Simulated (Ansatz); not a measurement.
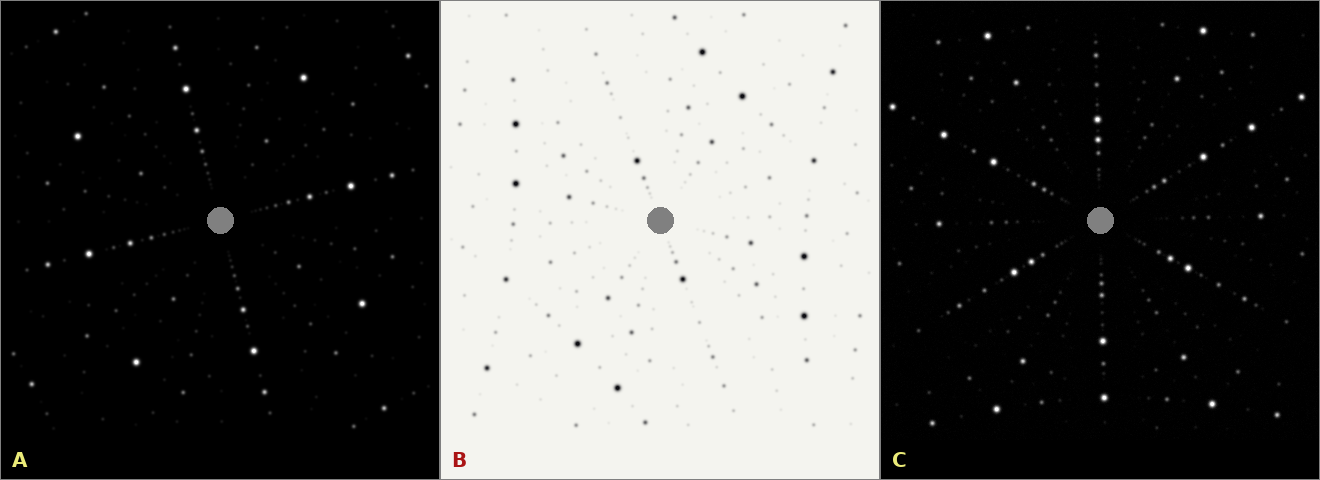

Simulated back-reflection Laue patterns (white X-rays, 0.45 to 2.2 Å, flat plate covering ±45° about the beam, kinematic intensities, seen from the source). Crystal: Si, space group Fd-3m (No. 227), a = 5.467 Å. Structure: coordinates from a relaxation (final pressure about -1.2 GPa) with DFT, PAW plane waves, r2scan (Ansatz 0.2.0); the starting structure was generated, so it need not be a known form of this composition.

The directions [001], [110], [111] point towards the source, in some order. Which is which?

Answer. A: [001], symmetry 4mm (a fourfold axis with mirror lines). B: [110], symmetry 2mm (a twofold axis with two mirror lines). C: [111], symmetry 3m (a threefold axis with three mirror lines). The Laue class is m-3m.
